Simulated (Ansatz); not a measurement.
**Frequency calculation of CH6GaN**

System: CH6GaN.
Method: HF/3-21G, RHF (Ansatz 0.2.0).

The geometry was optimised with HF/3-21G. Figures and captions count atoms from 1; the log counts them from 0 in places.

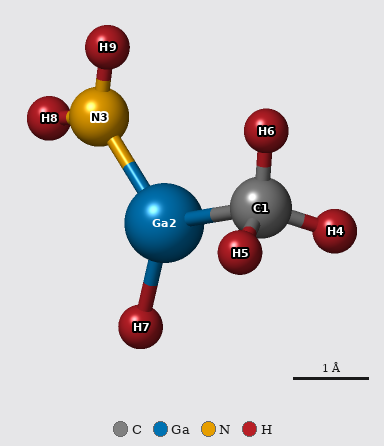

The structure as given in the input (ball-and-stick view, seen at a tilt; atoms are numbered from 1 in the order of the input). Sticks mark near contacts.

### Results in brief

- outcome: converged
- total energy: −2009.183782 hartree
- basis functions: 53
- largest force: 0.002 eV/Å
- zero-point energy: 0.072420 hartree
- dipole moment: 1.14 D
- wavenumbers, lowest and highest: 28 and 3802 cm⁻¹
- hardware: 1 thread of Arm Neoverse V2, 112 GiB of memory available, shared host
- wall time: 27 s
- peak memory: 0.099 GiB

### Input
```yaml
basis:
  gaussian: {orbitals: 3-21G.json}
crystal:
  periodic: [false, false, false]
  atoms:
    - {symbol: C, position_ang: [-0.276655, 0.944946, -1.130666]}
    - {symbol: Ga, position_ang: [0.498396, -0.533236, -0.070783]}
    - {symbol: N, position_ang: [-0.066295, -0.812738, 1.602882]}
    - {symbol: H, position_ang: [-0.751312, 0.572309, -2.034621]}
    - {symbol: H, position_ang: [0.490645, 1.649634, -1.440386]}
    - {symbol: H, position_ang: [-1.024259, 1.497229, -0.569540]}
    - {symbol: H, position_ang: [1.619784, -1.512454, -0.628568]}
    - {symbol: H, position_ang: [0.275554, -1.538805, 2.202817]}
    - {symbol: H, position_ang: [-0.765859, -0.266885, 2.068866]}
hamiltonian: {xc: hf}
phonons: {temperatures: {t_min: 298.15, t_max: 298.15, t_step: 1}}
```

Launched with:
```bash
ansatz run in.yaml --threads 1 --pin off --max-ram 3480MiB --events-out events.jsonl --progress --plain --runs-dir runs
```

### Log
```
Functional definition: HF
  name "HF"
  exchange = exact_x
  correlation = 0
626 factors; integrals over basis functions are off by at most 5.1e-4 eV
mean field evaluation 1: about -54670.2076 eV, gradient 3.4e1 eV
mean field evaluation 2: about -54670.2142 eV, gradient 3.4e1 eV
mean field evaluation 4: about -54672.6577 eV, gradient 2.2e0 eV
mean field evaluation 8: about -54672.6759 eV, gradient 7.2e-3 eV
mean field -54672.67592643 eV, -2009.1837818256 hartree, gradient 1.0e-5 eV, S^2 0.000000; 0 other end points of the search recorded, 0 dependent functions left out
the calculation of the forces begins
reference -54672.67592643 eV, -2009.1837818256 hartree; 25, 25 occupied and 28, 28 virtual orbitals, 626 factors
these checks for a lower state are left out or cut short: stability, starts, cluster_reference, orbital_swaps, neighbouring_geometries, increment
626 factors; integrals over basis functions are off by at most 5.2e-4 eV
mean field evaluation 16: about -54672.6758 eV, gradient 1.5e-6 eV
mean field -54672.67576952 eV, -2009.1837760594 hartree, gradient 1.5e-6 eV, S^2 0.000000; 0 other end points of the search recorded, 0 dependent functions left out
[... from here on the field's lines of each further geometry are left out, up to the last ...]
the calculation of the forces begins
reference -54672.67588005 eV, -2009.1837801212 hartree; 25, 25 occupied and 28, 28 virtual orbitals, 626 factors
these checks for a lower state are left out or cut short: stability, starts, cluster_reference, orbital_swaps, neighbouring_geometries, increment
626 factors; integrals over basis functions are off by at most 5.1e-4 eV
mean field evaluation 384: about -54672.6759 eV, gradient 1.5e-6 eV
mean field -54672.67588338 eV, -2009.1837802434 hartree, gradient 1.5e-6 eV, S^2 0.000000; 0 other end points of the search recorded, 0 dependent functions left out
the calculation of the forces begins
reference -54672.67588338 eV, -2009.1837802434 hartree; 25, 25 occupied and 28, 28 virtual orbitals, 626 factors
Total energy: -54672.67592643 eV, -2009.1837818256 hartree
Atom 0 at    -0.276655     0.944946    -1.130666 Å, force     0.000277    -0.000220     0.000098 eV/Å
Atom 1 at     0.498396    -0.533236    -0.070783 Å, force    -0.001253     0.001540    -0.000560 eV/Å
Atom 2 at    -0.066295    -0.812738     1.602882 Å, force    -0.000744     0.000974    -0.000030 eV/Å
Atom 3 at    -0.751312     0.572309    -2.034621 Å, force    -0.000000    -0.000079     0.000131 eV/Å
Atom 4 at     0.490645     1.649634    -1.440386 Å, force     0.000009     0.000017     0.000099 eV/Å
Atom 5 at    -1.024259     1.497229    -0.569540 Å, force    -0.000120     0.000173    -0.000052 eV/Å
Atom 6 at     1.619784    -1.512454    -0.628568 Å, force     0.000807    -0.000962    -0.000128 eV/Å
Atom 7 at     0.275554    -1.538805     2.202817 Å, force     0.000377    -0.000772     0.001097 eV/Å
Atom 8 at    -0.765859    -0.266885     2.068866 Å, force     0.000646    -0.000672    -0.000656 eV/Å
Dipole moment:    -0.132795     0.046241     0.191781 e Å
Vibrations: 27.92 188.33 339.90 536.17 602.56 613.41 716.43 793.34 794.41 832.48 844.07 1432.38 1623.35 1627.14 1765.44 1883.36 3174.72 3232.95 3244.17 3714.11 3802.21 cm⁻¹, zero-point energy 1.970656 eV
```

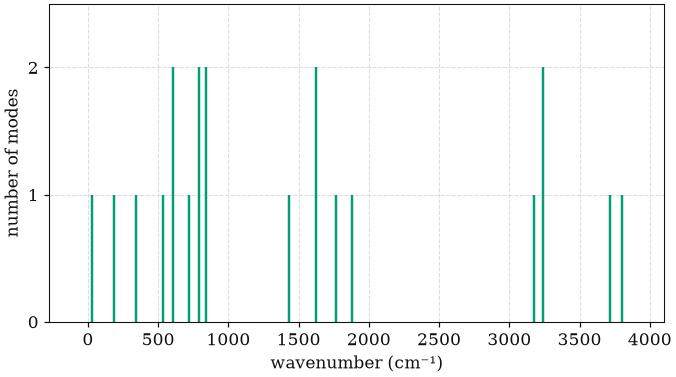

Harmonic vibrational wavenumbers from the force constants; neighbouring modes closer than 17 cm⁻¹ are counted in one stick. 21 modes from 28 to 3802 cm⁻¹, none imaginary.

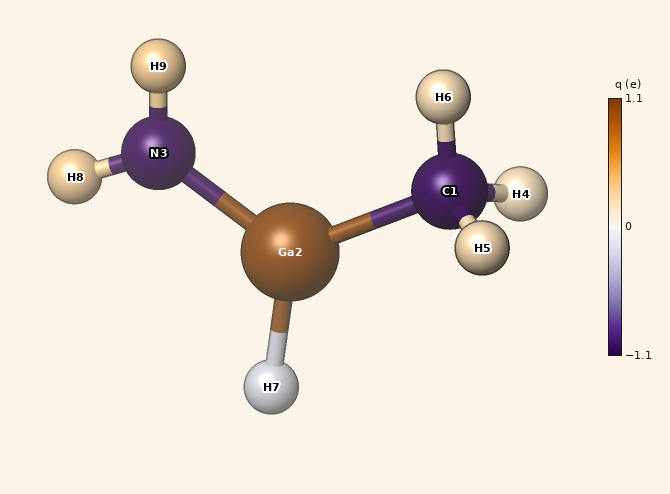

Mulliken charges, as the colour of each atom (ball-and-stick view, seen at a tilt; atoms are numbered from 1 in the order of the input; Mulliken charges depend strongly on the basis). By element: C −1.04, Ga +1.06, N −1.06 and H −0.23 to +0.32 e.
